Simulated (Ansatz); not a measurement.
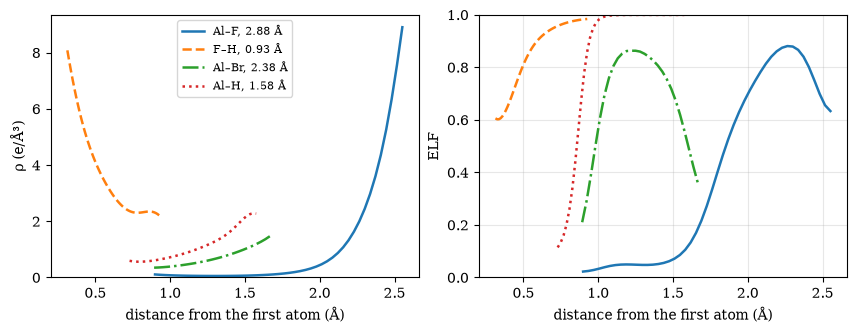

*AlBrH2···HF. Total electron density and ELF along straight lines between neighbouring atoms. The curves leave out the atomic cores.*

Not at a stationary point (largest force 1.1 eV/Å).

Method: Ansatz, RKS PBE0/def2-SVP.

```xyz
6

Al    0.0120   -0.4840   -0.4517
F     0.0280    0.0496    2.3739
H     1.4174    0.1581   -0.7573
H    -1.4174    0.0667   -0.8207
Br    0.0594   -2.6831    0.4573
H     0.0663   -0.8647    2.5174
```

Q: Compare the contacts.

A: Al1···F2 (2.88 Å): the density falls to about 0.05 e/Å³ on the way; the ELF is about 0.05 at the midpoint.
F–H (0.93 Å): ρ at the midpoint is about 4.6 e/Å³; the ELF climbs to about 1 towards the hydrogen, as it does in any bond to H: a covalent bond by its length.
Al–Br (2.38 Å): the density is about 0.54 e/Å³ at the midpoint; the ELF peaks at about 0.85 in the valence shell of Br, 1.2 Å from its nucleus, and is about 0.85 at the midpoint.
Al–H (1.58 Å): the density is about 0.56 e/Å³ at the midpoint; the ELF climbs to about 1 towards the hydrogen.
